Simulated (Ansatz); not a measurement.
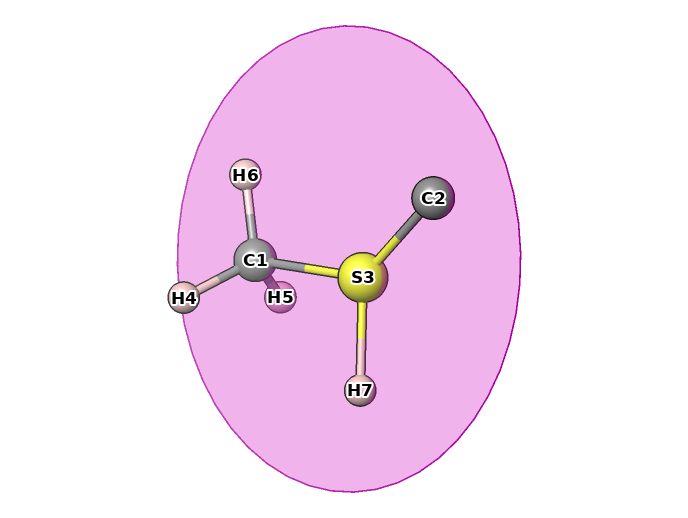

A disc through the centre of mass is drawn in. Atoms fade into the background with distance from the viewer. The computed structure is the end point of a PBE-D4/def2-SVP optimisation. No frequency run is at hand to confirm it as a minimum.

Q: Is the plane of the disc a mirror plane of the structure?

A: Yes. The reflection leaves C1, C2, S3, H6, H7 in place and moves H4 ↔ H5. The point group is Cs.
